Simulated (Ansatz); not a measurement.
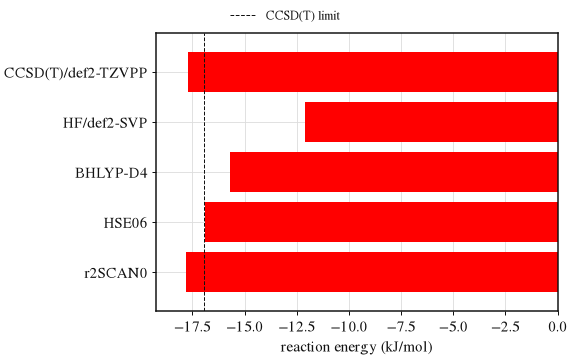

Electronic reaction energy of AlSiNH₆S ([NH2][AlH][SiH2]S) + Si₂H₆O ([SiH3]O[SiH3]) → AlSiNH₆ ([NH2][AlH][SiH3]) + Si₂H₆SO ([SiH3]O[SiH2]S) (SMILES in brackets) at several levels (functionals in def2-TZVPP unless a basis is named), isolated molecules at PBE0-D4 triple-zeta geometries, minima by their frequencies, no zero-point or thermal terms, the Ansatz code. The line is frozen-core CCSD(T) at the basis limit (MP2 extrapolated from triple and quadruple zeta, plus CCSD(T) less MP2 in a smaller set). No dispersion term is added to HSE06 and r2SCAN0. The distance of CCSD(T)/def2-TZVPP and HF/def2-SVP to the limit includes basis error.

> What range do the values span, the line included?

From −17.8 kJ/mol (r2SCAN0) to −12.1 kJ/mol (HF/def2-SVP).

> Give the values.

```tsv
level	kJ/mol	less CCSD(T) limit
CCSD(T)/def2-TZVPP	−17.7	−0.8
HF/def2-SVP	−12.1	4.8
BHLYP-D4	−15.7	1.2
HSE06	−16.9	0.0
r2SCAN0	−17.8	−0.9
CCSD(T) limit	−16.9	0.0
```

Known limits of this run: one conformer of each flexible molecule.
